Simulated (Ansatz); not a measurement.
Sn5PbS6

Input file:

```
crystal:
  lattice:
    - [4.1548085214, 0.0, 0.0]
    - [-2.0774042607, 3.5981697274, 0.0]
    - [0.0, 0.0, 20.3619804776]
  atoms:
    - { symbol: Sn, position: [0.3333333333, 0.6666666667, 0.8348666389] }
    - { symbol: Sn, position: [0.6666666667, 0.3333333333, 0.6697591282] }
    - { symbol: Sn, position: [0.3333333333, 0.6666666667, 0.3302408718] }
    - { symbol: Sn, position: [0.6666666667, 0.3333333333, 0.1651333611] }
    - { symbol: Sn, position: [0.0, 0.0, 0.0] }
    - { symbol: Pb, position: [0.0, 0.0, 0.5] }
    - { symbol: S, position: [0.0, 0.0, 0.752437254] }
    - { symbol: S, position: [0.3333333333, 0.6666666667, 0.5878379898] }
    - { symbol: S, position: [0.6666666667, 0.3333333333, 0.4121620102] }
    - { symbol: S, position: [0.0, 0.0, 0.247562746] }
    - { symbol: S, position: [0.3333333333, 0.6666666667, 0.0825362058] }
    - { symbol: S, position: [0.6666666667, 0.3333333333, 0.9174637942] }
basis:
  ecutwfc: 500
kpoints:
  mp_grid: { grid: [12, 12, 2] }
  band_path:
    path:
      - [[0.0, 0.0, 0.0], [0.5, 0.0, 0.0], [0.33333333, 0.33333333, 0.0], [0.0, 0.0, 0.0], [0.0, 0.0, 0.5], [0.5, 0.0, 0.5], [0.33333333, 0.33333333, 0.5], [0.0, 0.0, 0.5]]
      - [[0.5, 0.0, 0.5], [0.5, 0.0, 0.0]]
      - [[0.33333333, 0.33333333, 0.5], [0.33333333, 0.33333333, 0.0]]
    npoints: 10
hamiltonian:
  xc: r2scan
scf:
  occupations: { method: gaussian, width: 0.01 }
  n_extra_bands: 30
output:
  forces: true
  stress: true
  eigenvalues: true
  populations: true
  dos: { projected: true, de: 0.02, nscf_kmesh: { grid: [18, 18, 3] } }
  bader: false
  write_density: true
  write_potential: true
  elf: true
  volumetric_format: npy
```

Run with:

```sh
ansatz run input.yaml --threads 1 --pin off --max-ram 2560MiB --backend cpu --events-out ev --progress --plain --runs-dir out
```

Below, planes, directions and counts refer to the conventional cell (a = 4.15 Å, b = 4.15 Å, c = 20.36 Å, α = 90.00°, β = 90.00°, γ = 120.00°).

Space group P-3m1; a structure generated by program, which may or may not match a known phase.

Method: Ansatz 0.2.0, DFT r2SCAN, scalar-relativistic, plane waves, PAW.

The density is the valence pseudo-density of a PAW calculation; it isn't the true density close to the nuclei.

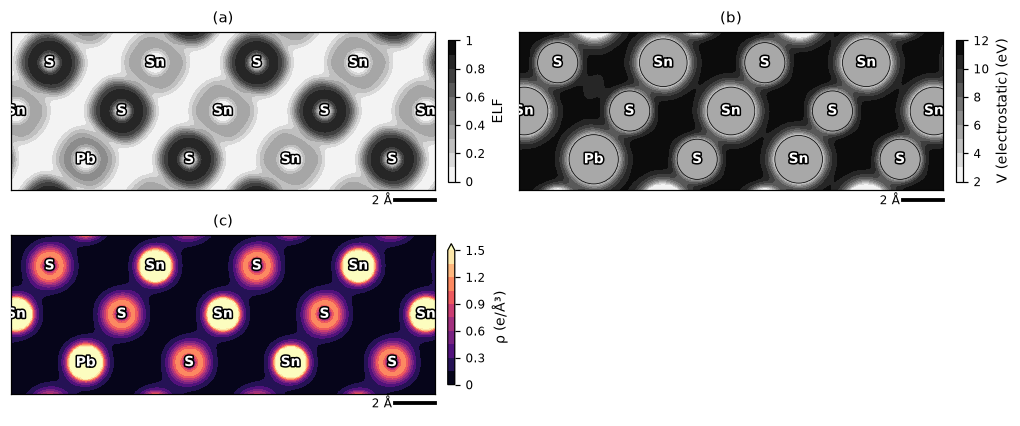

Figure 1. (a) electron localisation function; (b) electrostatic potential (local pseudopotential plus Hartree) felt by an electron; (c) valence charge density (pseudo) on the (110) plane of the conventional cell. Grey discs cover the atomic cores in the potential map.

**What does the map show?**

Atoms in the plane: Sn, Pb and S.
Sn–S (2.92 Å): the density is about 0.24 e/Å³ at the midpoint; the ELF peaks at about 0.85 in the valence shell of S, 0.8 Å from its nucleus, and drops to about 0.30 between the two atoms.
Pb–S (2.99 Å): ρ is about 0.21 e/Å³ halfway; the ELF peaks at about 0.85 in the valence shell of S, 0.8 Å from its nucleus, and drops to about 0.20 between the two atoms.
Between the atoms the lowest density in this plane is 0.02 e/Å³.
Outside the cores the potential energy rises away from the atoms and is highest about 2.5 Å from the nearest atoms; its zero is arbitrary.

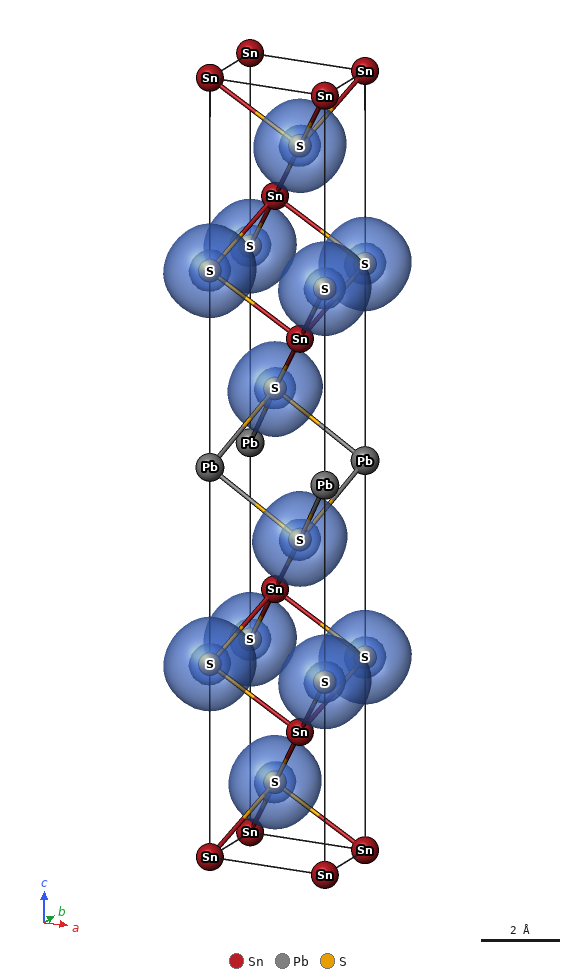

Figure 2. Isosurface of the electron localisation function at 0.7 (blue), seen slightly off an axis. Core shells and regions of very low density are left out. Sticks mark near contacts.

**What do the ELF domains correspond to?**

The surface consists of six regions wrapped around S (the valence shell of each), counted in one cell of 12 atoms. Any copies at cell faces, edges or corners count once.
